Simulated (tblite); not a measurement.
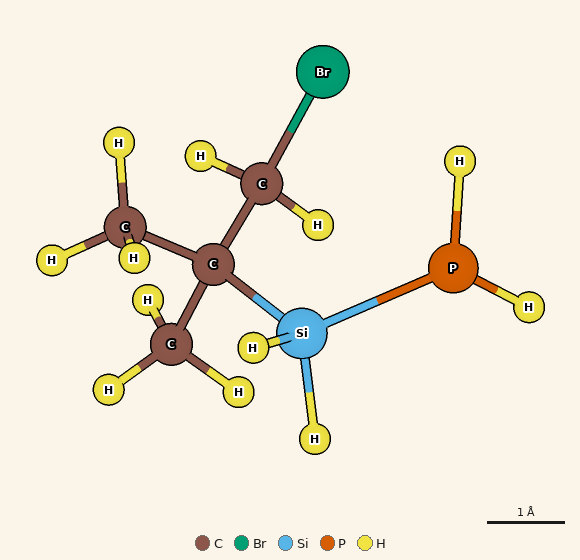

Starting structure of C₄H₁₂BrPSi. A ball-and-stick model, seen at a tilt.

The calculation used GFN2-xTB geometry optimisation, gas phase in tblite.

```xyz
19

C    -1.0681   -0.7662   -1.2724
C    -0.4873   -0.0063   -0.0824
C    -1.5028   -0.0494    1.0123
C    -0.1956    1.3722   -0.6075
Br    0.5672    2.5715    0.6830
Si    0.9816   -0.9704    0.4827
P     2.8285    0.1296    0.7353
H    -0.1943   -1.0715   -1.8971
H    -1.6876   -1.6223   -0.9411
H    -1.6237   -0.0038   -1.8568
H    -1.1224   -0.7288    1.8174
H    -2.4476   -0.5084    0.6237
H    -1.7143    0.9256    1.4997
H    -1.1517    1.7623   -0.9884
H     0.4605    1.2267   -1.5021
H     0.6652   -1.7011    1.7555
H     1.2340   -2.0437   -0.5034
H     2.7728    1.3521    1.4507
H     3.6759    0.1411   -0.4167
```

**What does the optimiser find from here?**

The atom that moves furthest after the best rigid fit is H18 (2.65 Å). By element the largest moves are H 2.65 Å, P 1.27 Å, Br 0.56 Å, Si 0.44 Å, C 0.30 Å. Among the contacts that change: Br5–P7 3.329 → 4.048 Å, Br5–Si6 3.572 → 3.392 Å, C2–Si6 1.846 → 1.926 Å, Si6–P7 2.164 → 2.240 Å. Bond angles that change, for instance: Si6–P7–H18 117.6° → 94.7°, H18–P7–H19 115.0° → 92.5°, Si6–P7–H19 114.6° → 96.0°. Groups turn about C2–Si6 by about 55°, C2–C3 by about 50°. Over 196 geometry steps the energy falls by 1.973 eV.

Step by step:

| step | E − E(0), eV |
| --- | --- |
| 0 | 0.0000 |
| 1 | -0.3202 |
| 2 | -0.6959 |
| 3 | -0.9855 |
| 4 | -1.2549 |
| 5 | -1.3414 |
| 6 | -1.3982 |
| 7 | -1.4098 |
| 8 | -1.4290 |
| 9 | -1.4385 |
| 10 | -1.4509 |
| 20 | -1.5257 |
| 30 | -1.5865 |
| 39 | -1.6300 |
| 49 | -1.6998 |
| 59 | -1.7359 |
| 69 | -1.7421 |
| 79 | -1.7460 |
| 88 | -1.7494 |
| 98 | -1.7572 |
| 108 | -1.7752 |
| 118 | -1.8265 |
| 127 | -1.8799 |
| 137 | -1.9152 |
| 147 | -1.9355 |
| 157 | -1.9470 |
| 167 | -1.9590 |
| 176 | -1.9648 |
| 186 | -1.9719 |
| 196 | -1.9731 |

The structure at the end:

```xyz
19

C    -0.7755   -0.7965   -1.3431
C    -0.5309   -0.0150   -0.0504
C    -1.7461   -0.1471    0.8611
C    -0.3278    1.4373   -0.4500
Br    0.1545    2.5673    1.0621
Si    1.0483   -0.6952    0.8173
P     2.7549   -0.1081   -0.5094
H     0.1025   -0.7645   -1.9885
H    -0.9974   -1.8369   -1.1172
H    -1.6205   -0.3818   -1.8939
H    -1.8954   -1.1871    1.1406
H    -2.6486    0.2030    0.3583
H    -1.6180    0.4315    1.7737
H    -1.2323    1.8762   -0.8760
H     0.4933    1.5358   -1.1637
H     1.1278   -0.2306    2.2047
H     0.9575   -2.1598    0.8139
H     3.7046   -0.7999    0.2154
H     3.0396    1.0804    0.1373
```

The end point in the same view:

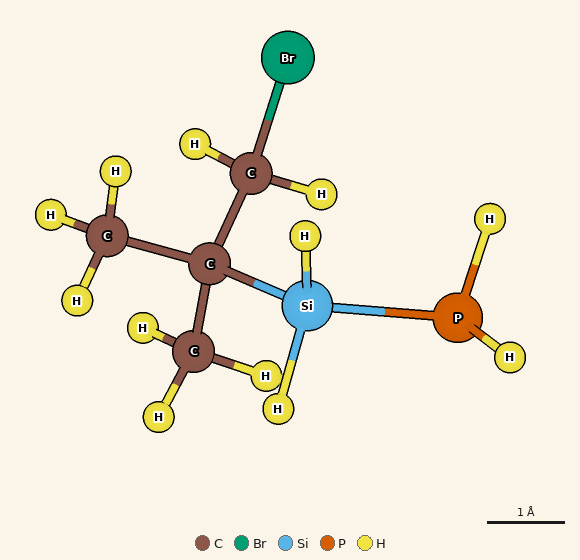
